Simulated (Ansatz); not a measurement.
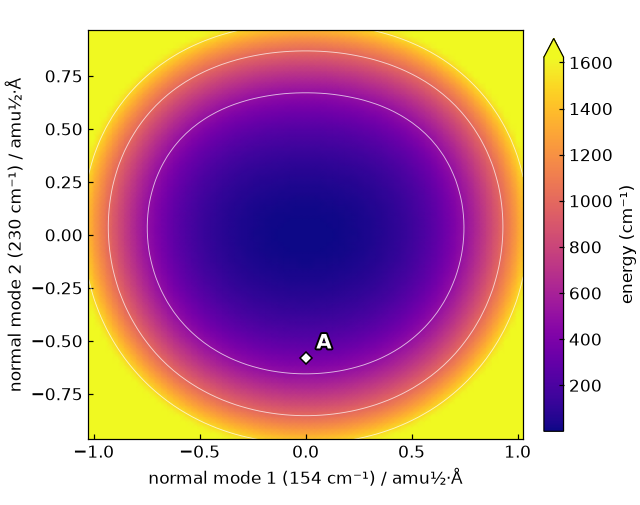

CH₃OSi, SMILES O=[C][SiH3], spin multiplicity 2. Coordinates scanned: (1) normal mode 1 (154 cm⁻¹); (2) normal mode 2 (230 cm⁻¹). Nothing is relaxed (straight displacements along the two mass-weighted modes). The scan uses an 11 × 11 grid; 88 points were computed and 33 follow by symmetry. Points are written as (first, second). Energies are in cm⁻¹, from the lowest grid point. These are results of Ansatz 0.2.0, UKS PBE0-D4/def2-TZVP, not measurements.

In the figure: a smooth colour map with a few white contour lines, one colour for all values above the top of the scale, the point A. Between grid points the surface is interpolated.

Which way does the force act at A, and how strong is it?

Answer. A, at (0.000 amu½·Å, −0.579 amu½·Å), is not a stationary point. The computed force is nearly zero along normal mode 1 (154 cm⁻¹) and 1600 cm⁻¹ for each amu½·Å towards larger values of normal mode 2 (230 cm⁻¹).
